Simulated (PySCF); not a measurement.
C5H14O2Si2, SMILES COC(=O)[SiH2][Si](C)(C)C at its GFN2-xTB optimised geometry (Å):

```
23

C      1.4056     1.6120     0.0093
O      0.7541     0.3475     0.0000
C     -0.5870     0.3475     0.0000
O     -1.2460     1.3598     0.0000
Si    -1.2592    -1.4368    -0.1215
Si    -1.6517    -1.8507    -2.3892
C     -0.9695    -0.4167    -3.4573
C     -3.5245    -2.0275    -2.7374
C     -0.7987    -3.4708    -2.9454
H      1.2999     2.0809     0.9897
H      2.4537     1.4243    -0.2106
H      0.9622     2.2672    -0.7435
H     -2.4537    -1.4588     0.7309
H     -0.2412    -2.2672     0.5320
H     -1.3964     0.5323    -3.1440
H      0.1100    -0.3360    -3.3610
H     -1.1953    -0.5451    -4.5126
H     -4.0646    -1.1303    -2.4501
H     -3.7222    -2.2058    -3.7910
H     -3.9497    -2.8575    -2.1806
H     -1.1784    -4.3234    -2.3903
H      0.2750    -3.4309    -2.7875
H     -0.9665    -3.6680    -4.0005
```

Level of theory: B3LYP/def2-SVP in PySCF 2.14.0.

Map of the electrostatic potential (hartree/e), clipped to [-0.08, 0.12] on the plane z = 0.8 Å:

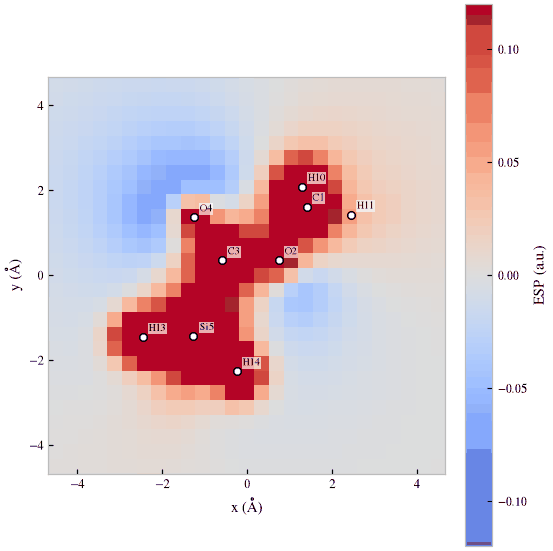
*Electrostatic potential (hartree/e), clipped to [-0.08, 0.12] on the plane z = 0.8 Å.*
